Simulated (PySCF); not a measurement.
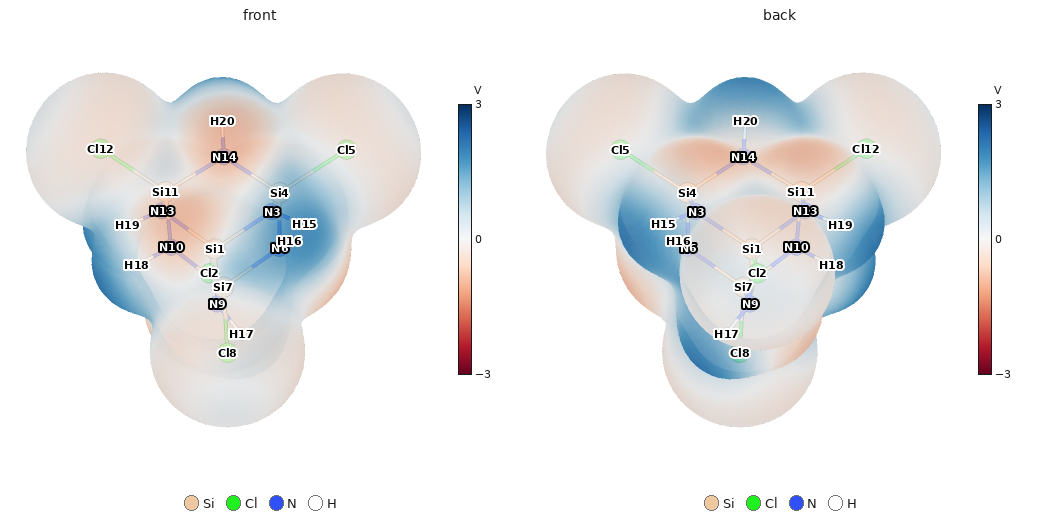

Figure. Cl₄H₆N₆Si₄ ((ClSi)4NH6 adamantane). The molecular electrostatic potential painted on the density surface at 0.002 e/bohr³, seen from the front and from behind; red is negative and blue positive.

Geometry: PBE0-D3(BJ)/def2-SVP.

Computed with PBE0/pcSseg-1, SCF density, gas phase, non-relativistic (PySCF 2.14.0).

```xyz
20

Si   -1.6188    0.0578   -0.6701
Cl   -3.5214    0.0179   -1.4273
N    -0.4347    0.0437   -1.9529
Si    1.1961   -0.0043   -1.3538
Cl    2.5591   -0.0407   -2.8809
N     1.3795   -1.3827   -0.3081
Si    0.2421   -1.4238    1.0129
Cl    0.4939   -3.1054    2.1571
N    -1.3676   -1.3485    0.3507
N     0.5387    0.0229    1.9330
Si    0.3029    1.4721    0.9926
Cl    0.5475    3.1412    2.1540
N    -1.3060    1.4647    0.3000
N     1.3917    1.4087   -0.3565
H    -0.6522   -0.5548   -2.7469
H     2.3433   -1.5547   -0.0211
H    -1.7227   -2.2307   -0.0156
H     0.1642    0.0558    2.8791
H    -2.0688    1.6921    0.9363
H     1.3956    2.2828   -0.8831
```

Which sites attract a positive test charge, and which a negative one?

A positive charge is drawn to the negative regions and a negative charge to the positive ones. The most negative region (about −1.0 V, or −23 kcal/mol for a unit charge) lies over N3, N10, N13 and N14, the most positive (about +2.1 V, or +48 kcal/mol for a unit charge) over H15, H17, H18 and H19.
